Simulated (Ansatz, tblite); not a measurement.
# B3PH10: spin-state energies by level

Is the singlet the ground state of B3PH10? Other spin states are computed and compared level by level.

The runs use Ansatz 0.2.0, Gaussian basis; as each input shows.

Levels to be run: triplet, at the geometry of the singlet (GFN1-xTB, GFN2-xTB, PBE0-D4/def2-TZVP, PBE-D4/def2-TZVP, r2SCAN-D4/def2-TZVP); the singlet's energies come from earlier runs.

## (1) The relaxed structure

The singlet was relaxed beforehand with B3LYP-D4/def2-SVP.

14 atoms, charge 0, spin multiplicity 1.

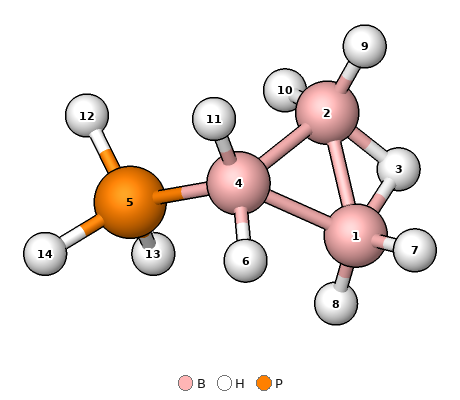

The structure; boron pink, hydrogen white, phosphorus orange; atoms are numbered from 1 in the order of the file.

## (2) Triplet at the fixed geometry, GFN1-xTB

Tight binding, by tblite at 300 K electronic temperature and without a spin-polarisation term:

```python
tblite.interface.Calculator('GFN1-xTB', numbers, positions, charge=0, uhf=2).singlepoint()
```

Energy -323.3747 eV; 0.007 s.

## (3) Triplet at the fixed geometry, GFN2-xTB

Tight binding, by tblite at 300 K electronic temperature and without a spin-polarisation term:

```python
tblite.interface.Calculator('GFN2-xTB', numbers, positions, charge=0, uhf=2).singlepoint()
```

Energy -301.4033 eV; 0.004 s.

## (4) Triplet at the fixed geometry, PBE0-D4/def2-TZVP

in.yaml reads:

```yaml
crystal:
  periodic: [false, false, false]
  atoms:
    - {symbol: B, position_ang: [1.406686, 0.521708, -0.232723]}
    - {symbol: B, position_ang: [-0.124735, 0.997746, -0.956479]}
    - {symbol: H, position_ang: [1.060517, 0.886668, -1.491043]}
    - {symbol: B, position_ang: [-0.132787, 0.350612, 0.774450]}
    - {symbol: P, position_ang: [-0.987729, -1.382107, 0.546832]}
    - {symbol: H, position_ang: [0.757900, 0.168473, 1.585000]}
    - {symbol: H, position_ang: [2.141593, 1.389231, 0.168504]}
    - {symbol: H, position_ang: [1.873922, -0.585416, -0.387434]}
    - {symbol: H, position_ang: [-0.423116, 2.164620, -1.004824]}
    - {symbol: H, position_ang: [-0.797018, 0.233536, -1.626478]}
    - {symbol: H, position_ang: [-0.954950, 1.097004, 1.253851]}
    - {symbol: H, position_ang: [-2.291161, -1.358612, 0.004101]}
    - {symbol: H, position_ang: [-0.334686, -2.284975, -0.321764]}
    - {symbol: H, position_ang: [-1.194434, -2.198478, 1.688005]}
basis:
  gaussian: {orbitals: def2-TZVP}
magnetization: {spin_polarized: true, initial_magnetization: 2}
hamiltonian: {xc: pbe0, dispersion: d4}
scf: {omitted_lower_state_checks: [starts]}
output: {orbitals: {seedname: orbitals}}
```

Command:

```sh
$ ansatz run in.yaml --threads 4 --pin off --events-out ev --progress --plain --max-ram 3916MiB
```

What it wrote:

```text
Functional definition: PBE0
  name "PBE0"
  cite "Adamo & Barone, J. Chem. Phys. 110, 6158 (1999) doi:10.1063/1.478522"
  cite "Perdew, Burke & Ernzerhof, Phys. Rev. Lett. 77, 3865 (1996) doi:10.1103/PhysRevLett.77.3865"
  parent pbe
  parameter a = 0.25
  parameter kappa = 0.804
  parameter beta = 0.06672455060314922
  exchange = (1 - a)*pbe_x(kappa = kappa, mu = beta*pi^2/3) + a*exact_x
  correlation = pbe_c(beta = beta)
these checks for a lower state are left out or cut short: starts
1229 factors; their error is unknown
mean field evaluation 1: about -11456.6778 eV, gradient 3.8e1 eV
mean field evaluation 2: about -11418.7026 eV, gradient 8.0e1 eV
mean field evaluation 4: about -11463.2585 eV, gradient 2.2e1 eV
mean field evaluation 8: about -11467.2160 eV, gradient 1.1e0 eV
mean field evaluation 16: about -11467.2630 eV, gradient 7.1e-1 eV
mean field evaluation 32: about -11467.5004 eV, gradient 1.9e-5 eV
mean field -11467.50040722 eV, -421.4228670142 hartree, gradient 8.4e-6 eV, S^2 2.009552; 0 other end points of the search recorded, 0 dependent functions left out
reference -11467.50045062 eV, -421.4228686092 hartree; 21, 19 occupied and 169, 171 virtual orbitals, 1229 factors
Total energy: -11467.74841949 eV, -421.4319812972 hartree
Checks for a lower state left out: starts
```

Wall time 11 s (4 threads of Arm Neoverse V2, shared host); peak memory 0.74 GiB.

Report: HOMO -2.15 eV, LUMO -6.58 eV (over both spins; with the spin held, an empty level of the minority spin lies below the top filled one); ⟨S²⟩ 2.010 (pure: 2.00).

## (5) Triplet at the fixed geometry, PBE-D4/def2-TZVP

start.molden holds the orbitals of an earlier run on this state, given as this run's starting guess.

Changes to in.yaml since step 4:

```diff
@@ -18,5 +18,5 @@
 basis:
-  gaussian: {orbitals: def2-TZVP}
+  gaussian: {orbitals: def2-TZVP, initial_orbitals: start.molden}
 magnetization: {spin_polarized: true, initial_magnetization: 2}
-hamiltonian: {xc: pbe0, dispersion: d4}
+hamiltonian: {xc: pbe, dispersion: d4}
 scf: {omitted_lower_state_checks: [starts]}
```

The command is unchanged.

What it wrote:

```text
Functional definition: PBE
  name "PBE"
  cite "Perdew, Burke & Ernzerhof, Phys. Rev. Lett. 77, 3865 (1996) doi:10.1103/PhysRevLett.77.3865"
  parent pbe
  parameter kappa = 0.804
  parameter beta = 0.06672455060314922
  exchange = pbe_x(kappa = kappa, mu = beta*pi^2/3)
  correlation = pbe_c(beta = beta)
these checks for a lower state are left out or cut short: starts
1217 factors; their error is unknown
mean field evaluation 1: about -11465.9776 eV, gradient 6.3e0 eV
mean field evaluation 2: about -11466.1454 eV, gradient 6.3e-1 eV
mean field evaluation 4: about -11466.2437 eV, gradient 5.0e-2 eV
mean field evaluation 8: about -11466.2299 eV, gradient 2.3e-5 eV
mean field -11466.22985770 eV, -421.3761751808 hartree, gradient 1.8e-5 eV, S^2 2.003493; 0 other end points of the search recorded, 0 dependent functions left out
reference -11466.22991506 eV, -421.3761772888 hartree; 21, 19 occupied and 169, 171 virtual orbitals, 1217 factors
Total energy: -11466.52448198 eV, -421.3870024233 hartree
Checks for a lower state left out: starts
```

It took 3.5 s on 4 threads of Arm Neoverse V2, shared host.

Report: HOMO -1.32 eV, LUMO -7.42 eV (over both spins; with the spin held, an empty level of the minority spin lies below the top filled one); ⟨S²⟩ 2.003 (pure: 2.00).

## (6) Triplet at the fixed geometry, r2SCAN-D4/def2-TZVP

Changes to in.yaml since step 5:

```diff
@@ -20,3 +20,3 @@
 magnetization: {spin_polarized: true, initial_magnetization: 2}
-hamiltonian: {xc: pbe, dispersion: d4}
+hamiltonian: {xc: r2scan, dispersion: d4}
 scf: {omitted_lower_state_checks: [starts]}
```

Same command.

What it wrote (excerpt; [...] marks lines left out):

```text
Functional definition: r2SCAN
  name "r2SCAN"
  cite "Furness, Kaplan, Ning, Perdew & Sun, J. Phys. Chem. Lett. 11, 8208 (2020) doi:10.1021/acs.jpclett.0c02405"
  cite "Furness, Kaplan, Ning, Perdew & Sun, J. Phys. Chem. Lett. 11, 9248 (2020) doi:10.1021/acs.jpclett.0c03077"
  parent r2scan
[...]
1217 factors; their error is unknown
[...]
mean field -11472.14734476 eV, -421.5936388192 hartree, gradient 5.1e-6 eV, S^2 2.011303; 0 other end points of the search recorded, 0 dependent functions left out
reference -11472.14736573 eV, -421.5936395896 hartree; 21, 19 occupied and 169, 171 virtual orbitals, 1217 factors
Total energy: -11472.21978922 eV, -421.5963011041 hartree
Checks for a lower state left out: starts
```

Run time: 8 s. Hardware: 4 threads of Arm Neoverse V2, shared host.

From the report: HOMO -1.47 eV, LUMO -7.32 eV (over both spins; with the spin held, an empty level of the minority spin lies below the top filled one); ⟨S²⟩ 2.011 (pure: 2.00).

## (7) Triplet less singlet, vertical

The singlet's energies are those of its earlier runs, whose logs aren't repeated here.

```
              level  triplet less singlet, vertical (kcal/mol)     time
           GFN1-xTB                                     +145.3  0.013 s
           GFN2-xTB                                     +116.9  0.007 s
   PBE-D4/def2-TZVP                                     +142.7    4.8 s
r2SCAN-D4/def2-TZVP                                     +147.8     10 s
  PBE0-D4/def2-TZVP                                     +153.3     13 s
```

Times add the two runs; a level without a time comes out of a correlated run. Tight binding without a spin term can't rank spin states.

## (8) Outcome

| quantity | value |
| --- | --- |
| triplet less singlet, vertical, functionals in def2-TZVP | +142.7 (PBE-D4) to +153.3 kcal/mol (PBE0-D4) |

**Reading.** All functionals put the triplet above the singlet, over a spread of 10.6 kcal/mol. The checks for a lower triplet were left out, so another state of that spin may lie lower. These are electronic energies, without zero-point motion, entropy or surroundings.
